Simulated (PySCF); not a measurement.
C4H14BN3, SMILES CN(C)B(N)N(C)C, singlet at its GFN2-xTB optimised geometry (Å):

```
22

B     -0.1439    -0.5791     0.0000
N     -0.8409    -1.8135    -0.0004
H     -1.8276    -1.8898     0.1594
H     -0.3957    -2.6980    -0.1571
N     -0.8831     0.6456     0.0000
C     -0.4358     1.8572     0.6400
C     -2.2677     0.7236    -0.3928
H     -0.4034     2.6980    -0.0663
H     -1.1217     2.1343     1.4524
H      0.5516     1.7113     1.0658
H     -2.9448     0.7383     0.4742
H     -2.4411     1.6425    -0.9650
H     -2.5240    -0.1234    -1.0245
N      1.2866    -0.5791     0.0000
C      2.0690    -1.7236     0.3940
C      2.0926     0.4290    -0.6419
H      2.4323    -2.2961    -0.4725
H      2.9448    -1.3965     0.9667
H      1.4762    -2.3806     1.0257
H      2.7958     0.8924     0.0636
H      2.6840    -0.0162    -1.4536
H      1.4573     1.1983    -1.0687
```

Method: PBE0/def2-SVP (PySCF). Cells within 0.4 Å of a nucleus heavier than hydrogen are left out (blank, or x).

Map of the log10 of the electron density (e/bohr³), floored at −4 on the plane z = 0.0 Å:

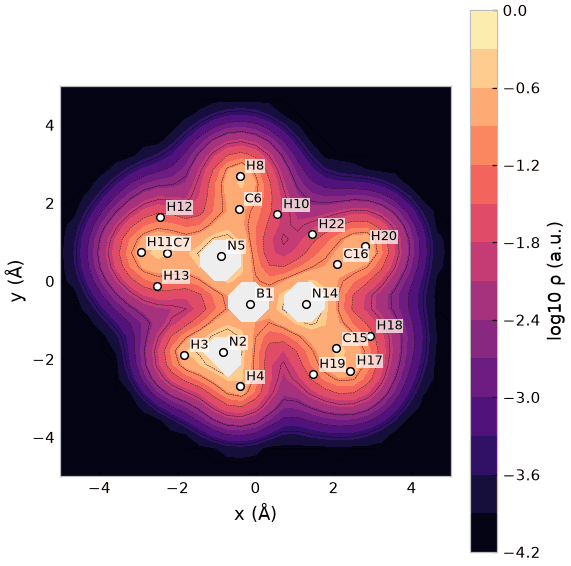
Log10 of the electron density (e/bohr³), floored at −4 on the plane z = 0.0 Å.
